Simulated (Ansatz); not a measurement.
**BFH5NSn: rotation by 120° about the B2–Sn4 bond, part 1 of 2**

Wanted: the energy profile along the rotation by 120° about the B2–Sn4 bond, from relaxed end points and a band of images. SMILES of the start: N[B](F)[SnH3].

All numbers below are computed with Ansatz 0.2.0 (RKS r2SCAN-D4/def2-SVP).

## Step 1: The system as given

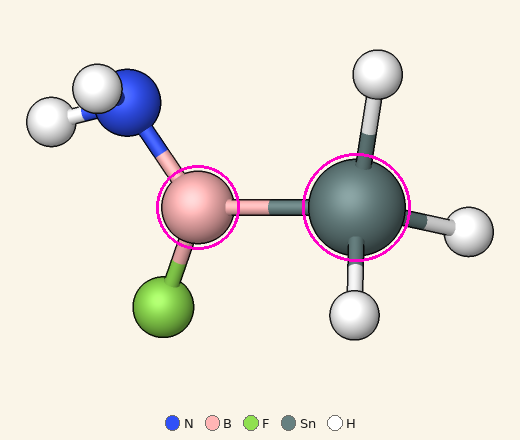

The starting structure, seen from a chosen angle (nitrogen blue, boron pink, fluorine green, tin teal, hydrogen white). Ringed: B2, Sn4.

Coordinates:

```xyz
9

N     0.9259    1.5330    0.0251
B     0.5782    0.1965   -0.5587
F     1.1581   -0.2212   -1.8127
Sn   -0.7062   -1.1650    0.5205
H     1.5025    2.0639   -0.6825
H    -0.0276    2.1150    0.0286
H    -2.1149   -1.5701   -0.4987
H     0.1220   -2.6223    0.9376
H    -1.3494   -0.3761    2.0236
```

## Step 2: Relaxing end A

input.yaml

```yaml
crystal:
  periodic: [false, false, false]
  atoms:
    - { symbol: "N", position_ang: [0.9259, 1.533, 0.0251] }
    - { symbol: B, position_ang: [0.5782, 0.1965, -0.5587] }
    - { symbol: F, position_ang: [1.1581, -0.2212, -1.8127] }
    - { symbol: Sn, position_ang: [-0.7062, -1.165, 0.5205] }
    - { symbol: H, position_ang: [1.5025, 2.0639, -0.6825] }
    - { symbol: H, position_ang: [-0.0276, 2.115, 0.0286] }
    - { symbol: H, position_ang: [-2.1149, -1.5701, -0.4987] }
    - { symbol: H, position_ang: [0.122, -2.6223, 0.9376] }
    - { symbol: H, position_ang: [-1.3494, -0.3761, 2.0236] }
basis:
  gaussian: { orbitals: def2-SVP }
hamiltonian:
  xc: r2scan
  dispersion: d4
relax:
  f_tol: 0.015
  max_steps: 40
output:
  orbitals: {}
```

Run with:

```
> ansatz run input.yaml --threads 2 --pin off --max-ram 3072MiB --backend cpu --events-out ev --progress --plain --runs-dir out
```

Output, cut to the lines that bear on the results:

```text
Warning: RAYON_NUM_THREADS=2 ignored (pool sized by the plan → 2); use --threads N
[...]
Functional definition: r2SCAN
[...]
1055 factors; their error is unknown
[...]
mean field -10792.77815440 eV, -396.6272815664 hartree, gradient 1.6e-5 eV, S^2 0.000000; 0 other end points of the search recorded, 0 dependent functions left out
[...]
reference -10792.77816618 eV, -396.6272819994 hartree; 24, 24 occupied and 69, 69 virtual orbitals, 1055 factors
relax step   1: F+E_penalty+E_count = -10792.81589829 eV  Δ(F+E_penalty+E_count) = +0.000e0 eV  max|allowed force component| = 2.809e0 eV/Å  Δτ_max = 0.0000 Å  (28 SCF iters, accepted)
[...]
relax step   4: F+E_penalty+E_count = -10793.82397488 eV  Δ(F+E_penalty+E_count) = -1.486e-1 eV  max|allowed force component| = 1.026e0 eV/Å  Δτ_max = 0.1650 Å  (34 SCF iters, accepted)
[...]
relax step   7: F+E_penalty+E_count = -10793.93634781 eV  Δ(F+E_penalty+E_count) = -5.475e-3 eV  max|allowed force component| = 7.344e-2 eV/Å  Δτ_max = 0.0746 Å  (28 SCF iters, accepted)
[...]
relax step  10: F+E_penalty+E_count = -10793.93748871 eV  Δ(F+E_penalty+E_count) = +5.794e-4 eV  max|allowed force component| = 1.561e-1 eV/Å  Δτ_max = 0.0302 Å  (30 SCF iters, rejected (line search))
[...]
relax step  12: F+E_penalty+E_count = -10793.93891755 eV  Δ(F+E_penalty+E_count) = -8.693e-5 eV  max|allowed force component| = 7.756e-3 eV/Å  Δτ_max = 0.0200 Å  (29 SCF iters, accepted)
[...]
relax step  13: F+E_penalty+E_count = -10793.93897948 eV  Δ(F+E_penalty+E_count) = -6.193e-5 eV  max|allowed force component| = 1.415e-2 eV/Å  Δτ_max = 0.0252 Å  (29 SCF iters, accepted)
1055 factors; their error is unknown
mean field -10793.90130065 eV, -396.6685564298 hartree, gradient 2.0e-5 eV, S^2 0.000000; 1 other end points of the search recorded, 0 dependent functions left out
[...]
reference -10793.90131253 eV, -396.6685568664 hartree; 24, 24 occupied and 69, 69 virtual orbitals, 1055 factors
Total energy: -10793.93899136 eV, -396.6699415378 hartree
Atom 0 at     0.787624     1.557759    -0.274942 Å, force    -0.001670    -0.014152     0.001364 eV/Å
Atom 1 at     0.591662     0.234640    -0.671378 Å, force    -0.004946     0.012477    -0.004059 eV/Å
Atom 2 at     1.230232    -0.206768    -1.767082 Å, force    -0.001774     0.004499     0.008821 eV/Å
Atom 3 at    -0.772344    -1.158655     0.483025 Å, force     0.002005    -0.001348     0.004392 eV/Å
Atom 4 at     1.394848     2.192927    -0.786013 Å, force     0.002051    -0.003004    -0.002444 eV/Å
Atom 5 at     0.344922     1.966583     0.537758 Å, force     0.000912     0.002162    -0.001614 eV/Å
Atom 6 at    -2.083168    -1.731236    -0.465616 Å, force     0.006245    -0.001458     0.003874 eV/Å
Atom 7 at     0.051282    -2.540964     1.079951 Å, force    -0.005050     0.000392    -0.004400 eV/Å
Atom 8 at    -1.456459    -0.360585     1.847097 Å, force     0.002228     0.000433    -0.005934 eV/Å
Dipole moment:     0.141973     0.589106     0.103086 e Å
```

Run time: 30 s. Hardware: 2 threads of AMD EPYC 7B13 (Zen 3), shared host; peak memory 0.18 GiB.

Step by step:

```
step  energy from step 1 (eV)  largest force component (eV/Å)
   1                   0.0000                          2.8089
   2                  -0.5622                          2.7714
   3                  -0.8595                          1.0335
   4                  -1.0081                          1.0259
   5                  -1.1033                          0.2982
   6                  -1.1150                          0.2189
   7                  -1.1204                          0.0734
   8                  -1.1217                          0.0239
   9                  -1.1222                          0.0858
 10x                  -1.1216                          0.1561
  11                  -1.1229                          0.0078
  12                  -1.1230                          0.0078
  13                  -1.1231                          0.0142
```

Step 1 is the start. 1 step was tried and not accepted (marked x).

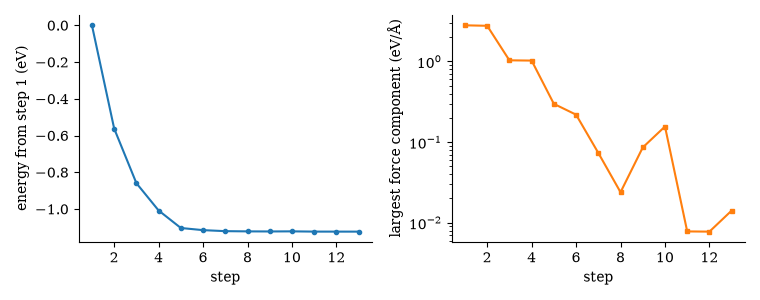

How energy and force went from step to step.

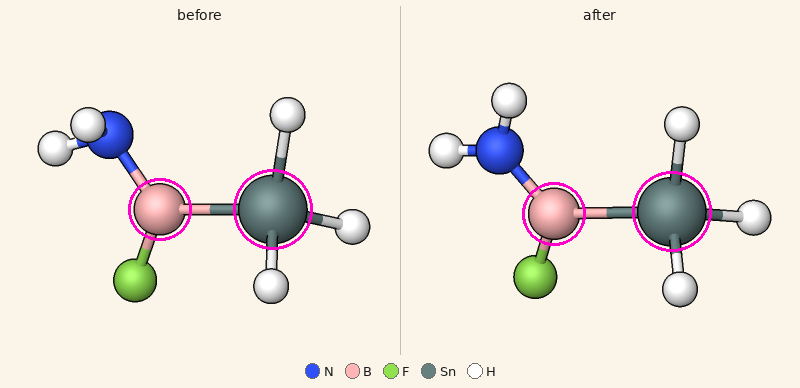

The structure before (left) and after (right), drawn at the same scale.

After: Bond lengths: N1–B2 1.395 Å, B2–F3 1.343 Å, B2–Sn4 2.266 Å, N1–H5 1.017 Å, N1–H6 1.012 Å, Sn4–H7 1.716 Å, Sn4–H8 1.716 Å, Sn4–H9 1.722 Å. Angles: N1–B2–F3 118.5°, N1–B2–Sn4 121.5°, F3–B2–Sn4 120.0°, B2–N1–H5 122.3°, B2–N1–H6 123.4°, H5–N1–H6 114.4°, B2–Sn4–H7 112.5°, B2–Sn4–H8 112.6°, B2–Sn4–H9 111.0°, H7–Sn4–H8 106.9°, H7–Sn4–H9 106.8°, H8–Sn4–H9 106.8°.

## Step 3: End point B

The second end starts from a geometry with the move made by hand.

input.yaml: that of step 2 with these lines changed.

```diff
@@ -9,5 +9,5 @@
     - { symbol: H, position_ang: [-0.0276, 2.115, 0.0286] }
-    - { symbol: H, position_ang: [-2.1149, -1.5701, -0.4987] }
-    - { symbol: H, position_ang: [0.122, -2.6223, 0.9376] }
-    - { symbol: H, position_ang: [-1.3494, -0.3761, 2.0236] }
+    - { symbol: H, position_ang: [0.20918, -2.6482, 0.90716] }
+    - { symbol: H, position_ang: [-1.28317, -0.46295, 1.98946] }
+    - { symbol: H, position_ang: [-2.11331, -1.66504, -0.51167] }
 basis:
@@ -20,3 +20 @@
   max_steps: 40
-output:
-  orbitals: {}
```

Run with:

```
> ansatz run input.yaml --threads 2 --pin off --max-ram 3072MiB --backend cpu --events-out ev --progress --plain --runs-dir out
```

Output, cut to the lines that bear on the results:

```text
Warning: RAYON_NUM_THREADS=2 ignored (pool sized by the plan → 2); use --threads N
[...]
[... 1 set-up line as earlier in the session ...]
[...]
1055 factors; their error is unknown
[...]
mean field -10792.78025338 eV, -396.6273587025 hartree, gradient 1.3e-5 eV, S^2 0.000000; 0 other end points of the search recorded, 0 dependent functions left out
[...]
reference -10792.78026516 eV, -396.6273591354 hartree; 24, 24 occupied and 69, 69 virtual orbitals, 1055 factors
relax step   1: F+E_penalty+E_count = -10792.81796940 eV  Δ(F+E_penalty+E_count) = +0.000e0 eV  max|allowed force component| = 2.829e0 eV/Å  Δτ_max = 0.0000 Å  (28 SCF iters, accepted)
[...]
relax step   5: F+E_penalty+E_count = -10793.91730847 eV  Δ(F+E_penalty+E_count) = -7.661e-2 eV  max|allowed force component| = 5.440e-1 eV/Å  Δτ_max = 0.1980 Å  (35 SCF iters, accepted)
[...]
Total energy: -10793.93902789 eV, -396.6699428804 hartree
Atom 0 at     0.780809     1.548560    -0.275949 Å, force     0.000402    -0.007892    -0.003800 eV/Å
Atom 1 at     0.596697     0.227020    -0.682862 Å, force    -0.000251     0.010200     0.002400 eV/Å
Atom 2 at     1.230702    -0.195143    -1.788723 Å, force    -0.002426     0.000851     0.003810 eV/Å
Atom 3 at    -0.734551    -1.196897     0.471607 Å, force     0.000940    -0.002524     0.002340 eV/Å
Atom 4 at     1.375670     2.193591    -0.789321 Å, force    -0.000226     0.001330     0.002407 eV/Å
Atom 5 at     0.341941     1.947112     0.543954 Å, force     0.001084    -0.003175    -0.003997 eV/Å
Atom 6 at     0.115849    -2.569466     1.052218 Å, force     0.001167    -0.001086    -0.000524 eV/Å
Atom 7 at    -1.422931    -0.420462     1.845398 Å, force     0.000321     0.002341    -0.001278 eV/Å
Atom 8 at    -2.040587    -1.788304    -0.471072 Å, force    -0.001011    -0.000044    -0.001358 eV/Å
Dipole moment:     0.135232     0.590820     0.107201 e Å
```

Wall time 35 s (2 threads of AMD EPYC 7B13 (Zen 3), shared host); peak memory 0.18 GiB.

The steps of the relaxation:

```
step  energy from step 1 (eV)  largest force component (eV/Å)
   1                   0.0000                          2.8289
   2                  -0.5420                          2.8346
   3                  -0.8955                          0.8964
   4                  -1.0227                          0.9131
   5                  -1.0993                          0.5440
   6                  -1.1145                          0.1622
   7                  -1.1185                          0.0381
   8                  -1.1199                          0.0765
   9                  -1.1202                          0.0689
  10                  -1.1205                          0.0448
 11x                  -1.1198                          0.0867
  12                  -1.1209                          0.0024
  13                  -1.1210                          0.0325
  14                  -1.1210                          0.0382
  15                  -1.1210                          0.0295
  16                  -1.1210                          0.0102
```

Step 1 is the start. 1 step was tried and not accepted (marked x).

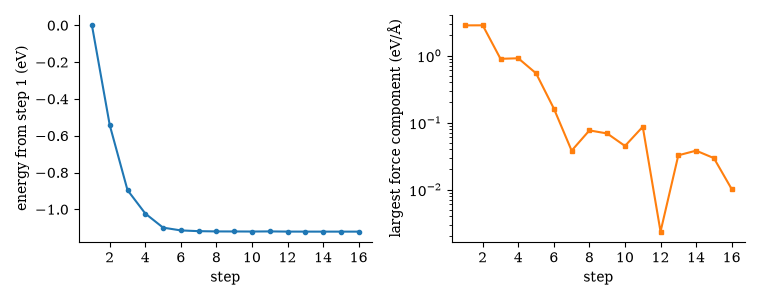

How energy and force went from step to step.

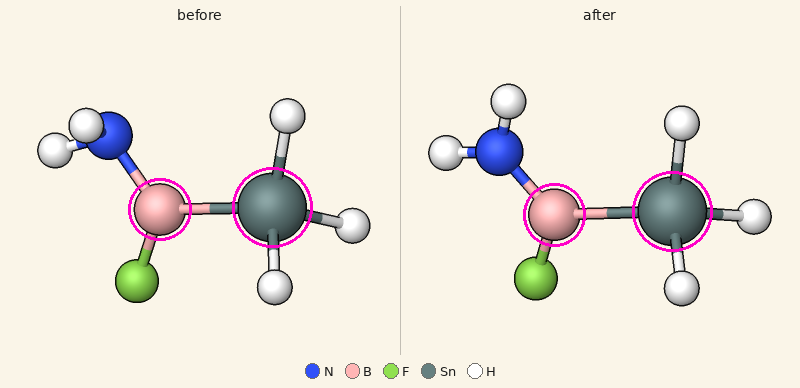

Before and after, at one scale.

After: Bond lengths: N1–B2 1.395 Å, B2–F3 1.343 Å, B2–Sn4 2.266 Å, N1–H5 1.017 Å, N1–H6 1.012 Å, Sn4–H7 1.716 Å, Sn4–H8 1.722 Å, Sn4–H9 1.716 Å. Angles: N1–B2–F3 118.4°, N1–B2–Sn4 121.6°, F3–B2–Sn4 120.0°, B2–N1–H5 122.1°, B2–N1–H6 123.5°, H5–N1–H6 114.4°, B2–Sn4–H7 112.6°, B2–Sn4–H8 111.0°, B2–Sn4–H9 112.6°, H7–Sn4–H8 106.8°, H7–Sn4–H9 106.7°, H8–Sn4–H9 106.8°.

## Step 4: Nudged elastic band

crystal.atoms is end A as relaxed above, and neb.final_atoms is end B, turned to lie on A. With 9 inner images the band has 11 in all.

input.yaml

```yaml
crystal:
  periodic: [false, false, false]
  atoms:
    - { symbol: "N", position_ang: [0.787624, 1.557759, -0.274942] }
    - { symbol: B, position_ang: [0.591662, 0.23464, -0.671378] }
    - { symbol: F, position_ang: [1.230232, -0.206768, -1.767082] }
    - { symbol: Sn, position_ang: [-0.772344, -1.158655, 0.483025] }
    - { symbol: H, position_ang: [1.394848, 2.192927, -0.786013] }
    - { symbol: H, position_ang: [0.344922, 1.966583, 0.537758] }
    - { symbol: H, position_ang: [-2.083168, -1.731236, -0.465616] }
    - { symbol: H, position_ang: [0.051282, -2.540964, 1.079951] }
    - { symbol: H, position_ang: [-1.456459, -0.360585, 1.847097] }
basis:
  gaussian: { orbitals: def2-SVP }
hamiltonian:
  xc: r2scan
  dispersion: d4
neb:
  order_check: false
  images: 9
  f_tol: 0.05
  max_iterations: 60
  initial_path: idpp
  final_atoms:
    - { symbol: "N", position_ang: [1.26304513, 1.216931, -0.24855673] }
    - { symbol: B, position_ang: [0.10260327, 0.5860747, -0.69726422] }
    - { symbol: F, position_ang: [-0.4394854, 0.99466161, -1.85584486] }
    - { symbol: Sn, position_ang: [-0.86905541, -1.08932282, 0.47810043] }
    - { symbol: H, position_ang: [1.70414903, 1.97002392, -0.76985684] }
    - { symbol: H, position_ang: [1.73576474, 0.971248, 0.61159778] }
    - { symbol: H, position_ang: [-0.95339596, -2.55473816, -0.4105387] }
    - { symbol: H, position_ang: [0.01688684, -1.4290466, 1.91466374] }
    - { symbol: H, position_ang: [-2.47191325, -0.71213065, 0.96049941] }
```

Run with:

```
> ansatz run input.yaml --threads 2 --pin off --max-ram 3072MiB --backend cpu --events-out ev --progress --plain --runs-dir out
```

Output, cut to the lines that bear on the results:

```text
Warning: RAYON_NUM_THREADS=2 ignored (pool sized by the plan → 2); use --threads N
[...]
[... 1 set-up line as earlier in the session ...]
[...]
1055 factors; their error is unknown
[...]
mean field -10793.90130058 eV, -396.6685564272 hartree, gradient 5.3e-5 eV, S^2 0.000000; 0 other end points of the search recorded, 0 dependent functions left out
[...]
reference -10793.90131246 eV, -396.6685568639 hartree; 24, 24 occupied and 69, 69 virtual orbitals, 1055 factors
1055 factors; their error is unknown
[...]
mean field -10793.90133671 eV, -396.6685577550 hartree, gradient 7.1e-5 eV, S^2 0.000000; 0 other end points of the search recorded, 0 dependent functions left out
[...]
reference -10793.90134861 eV, -396.6685581921 hartree; 24, 24 occupied and 69, 69 virtual orbitals, 1055 factors
NEB end point (image 0): max|allowed force component| = 1.414e-2 eV/Å (the criterion of neb.relax_end_points is 1.000e-2)
[...]
Total energy: -10793.91725529 eV, -396.6691427520 hartree
Atom 0 at     1.344764     1.159074    -0.120755 Å, force    -0.017709    -0.015119     0.011310 eV/Å
Atom 1 at     0.385228     0.365656    -0.750212 Å, force    -0.008510    -0.009840     0.002135 eV/Å
Atom 2 at     0.318088     0.386954    -2.091103 Å, force     0.015132     0.012603     0.012820 eV/Å
Atom 3 at    -1.050574    -0.949086     0.416224 Å, force    -0.004291    -0.001905    -0.001015 eV/Å
Atom 4 at     1.988162     1.746790    -0.643352 Å, force     0.008173     0.008655    -0.016028 eV/Å
Atom 5 at     1.464133     1.203350     0.882942 Å, force     0.002216     0.002324    -0.008945 eV/Å
Atom 6 at    -2.128482    -1.806019    -0.604180 Å, force     0.001925     0.001570     0.001530 eV/Å
Atom 7 at    -0.224683    -2.113181     1.375273 Å, force     0.001231     0.000765    -0.000832 eV/Å
Atom 8 at    -2.008036    -0.039838     1.517962 Å, force     0.001833     0.000947    -0.000976 eV/Å
Dipole moment:     0.451999     0.379616     0.201934 e Å
this run last wrote the band of iteration 6 to <dir>
```

Wall time 2 min (2 threads of AMD EPYC 7B13 (Zen 3), shared host); peak memory 0.17 GiB.

## Step 5: The band, image by image

The 9 inner images lie between the fixed ends 0 and 10. Energy is taken from image 0, and the path length is the program's own coordinate along the band.

```
image  path (Å)  energy (eV)  dihedral F3–B2–Sn4–H9 (°)  band force (eV/Å)
    0     0.000       0.0000                        179                  -
    1     0.392       0.0019                       -169              0.010
    2     0.784       0.0072                       -157              0.014
    3     1.176       0.0140                       -146              0.016
    4     1.568       0.0195                       -133              0.014
   5*     1.960       0.0217                       -121              0.018
    6     2.352       0.0198                       -109              0.018
    7     2.745       0.0145                        -97              0.018
    8     3.137       0.0077                        -85              0.016
    9     3.529       0.0022                        -73              0.011
   10     3.922       0.0000                        -61                  -
```

The star marks the climbing image.

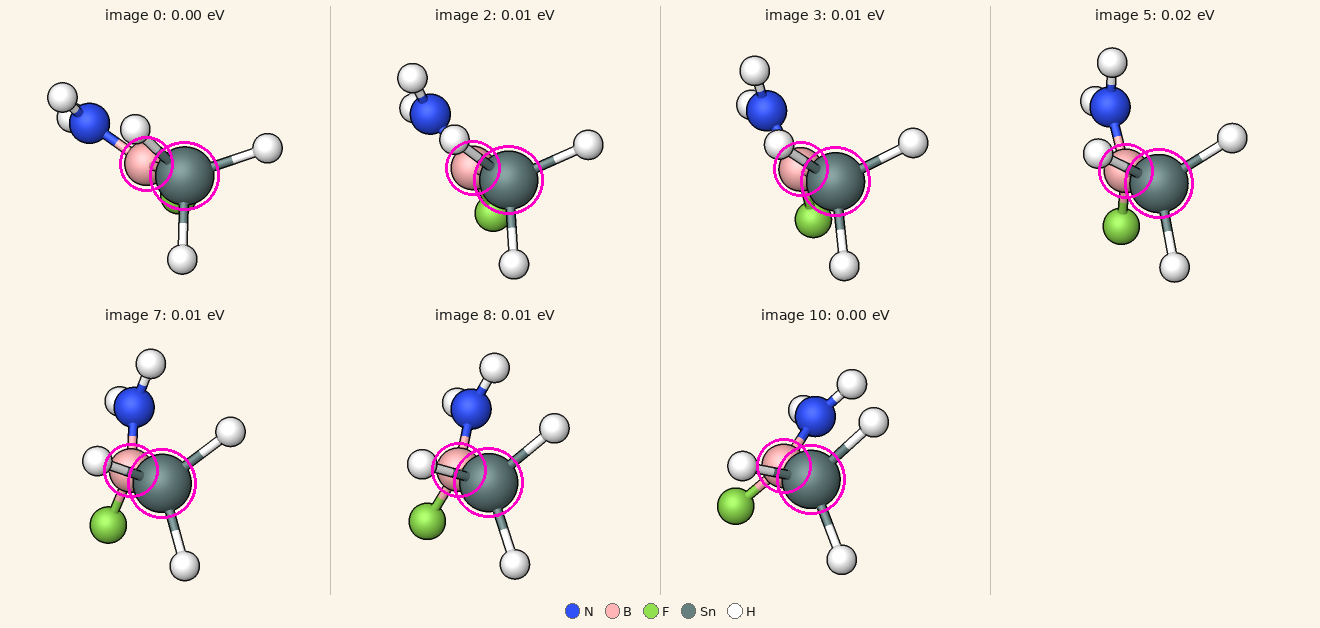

Snapshots along the band, viewed from a free direction. Ringed: B2, Sn4. Sticks join atoms closer than a bonding distance in each image.

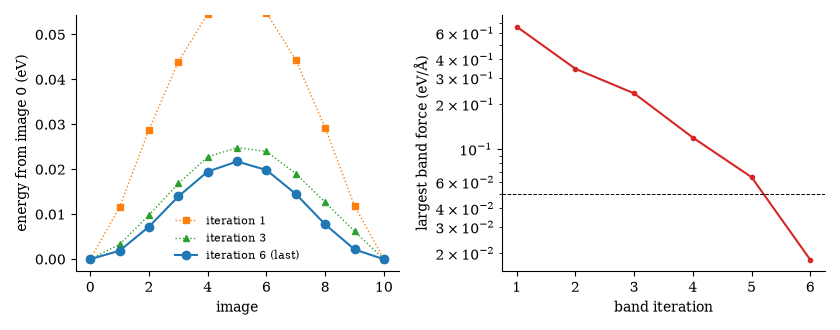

Left: energy of each image for early iterations and the last one (lines only join the points; early values far above the last band run off the scale). Right: the largest band force by iteration, with the threshold dashed.

How the highest energy settled:

```
iteration  highest image above image 0 (eV)  largest band force (eV/Å)
        1                            0.0574                      0.661
        2                            0.0409                      0.345
        3                            0.0248                      0.236
        4                            0.0228                      0.119
        5                            0.0220                      0.065
        6                            0.0217                      0.018
```

Positions of all images (Å):

```xyz
9
image=0 dE=0.0000
N     0.788    1.558   -0.275
B     0.592    0.235   -0.671
F     1.230   -0.207   -1.767
Sn   -0.772   -1.159    0.483
H     1.395    2.193   -0.786
H     0.345    1.967    0.538
H    -2.083   -1.731   -0.466
H     0.051   -2.541    1.080
H    -1.456   -0.361    1.847
9
image=1 dE=0.0019
N     0.907    1.505   -0.219
B     0.544    0.248   -0.703
F     1.038   -0.149   -1.887
Sn   -0.835   -1.125    0.459
H     1.530    2.124   -0.729
H     0.576    1.878    0.662
H    -2.100   -1.764   -0.508
H    -0.001   -2.467    1.132
H    -1.571   -0.296    1.776
9
image=2 dE=0.0072
N     1.025    1.437   -0.173
B     0.499    0.269   -0.726
F     0.844   -0.056   -1.982
Sn   -0.895   -1.087    0.439
H     1.660    2.043   -0.686
H     0.811    1.756    0.763
H    -2.112   -1.784   -0.547
H    -0.056   -2.387    1.185
H    -1.687   -0.237    1.709
9
image=3 dE=0.0140
N     1.139    1.356   -0.140
B     0.458    0.297   -0.741
F     0.657    0.068   -2.049
Sn   -0.951   -1.045    0.425
H     1.780    1.951   -0.658
H     1.042    1.600    0.837
H    -2.122   -1.796   -0.577
H    -0.114   -2.302    1.244
H    -1.800   -0.175    1.643
9
image=4 dE=0.0195
N     1.246    1.262   -0.123
B     0.420    0.329   -0.749
F     0.480    0.218   -2.086
Sn   -1.003   -0.999    0.417
H     1.889    1.853   -0.644
H     1.262    1.414    0.877
H    -2.128   -1.803   -0.596
H    -0.170   -2.211    1.307
H    -1.907   -0.109    1.579
9
image=5 dE=0.0217
N     1.345    1.159   -0.121
B     0.385    0.366   -0.750
F     0.318    0.387   -2.091
Sn   -1.051   -0.949    0.416
H     1.988    1.747   -0.643
H     1.464    1.203    0.883
H    -2.128   -1.806   -0.604
H    -0.225   -2.113    1.375
H    -2.008   -0.040    1.518
9
image=6 dE=0.0198
N     1.433    1.048   -0.136
B     0.355    0.404   -0.744
F     0.173    0.570   -2.064
Sn   -1.093   -0.896    0.424
H     2.078    1.635   -0.657
H     1.643    0.974    0.851
H    -2.124   -1.805   -0.599
H    -0.275   -2.010    1.448
H    -2.102    0.033    1.461
9
image=7 dE=0.0145
N     1.509    0.930   -0.166
B     0.329    0.445   -0.731
F     0.053    0.763   -2.006
Sn   -1.130   -0.839    0.438
H     2.159    1.515   -0.685
H     1.794    0.734    0.785
H    -2.115   -1.802   -0.582
H    -0.322   -1.900    1.524
H    -2.188    0.107    1.407
9
image=8 dE=0.0077
N     1.571    0.808   -0.211
B     0.309    0.489   -0.711
F    -0.039    0.961   -1.920
Sn   -1.163   -0.778    0.458
H     2.229    1.386   -0.727
H     1.911    0.489    0.687
H    -2.100   -1.797   -0.553
H    -0.362   -1.786    1.601
H    -2.268    0.181    1.358
9
image=9 dE=0.0022
N     1.618    0.685   -0.268
B     0.295    0.535   -0.685
F    -0.097    1.159   -1.808
Sn   -1.190   -0.715    0.483
H     2.288    1.251   -0.782
H     1.992    0.246    0.563
H    -2.077   -1.792   -0.515
H    -0.399   -1.667    1.680
H    -2.342    0.251    1.313
9
image=10 dE=0.0000
N     1.655    0.535   -0.358
B     0.290    0.590   -0.642
F    -0.125    1.394   -1.634
Sn   -1.216   -0.636    0.526
H     2.336    1.083   -0.877
H     2.051   -0.044    0.371
H    -2.094   -1.723   -0.469
H    -0.435   -1.585    1.732
H    -2.374    0.339    1.334
```

(Continued in part 2 of 2.)
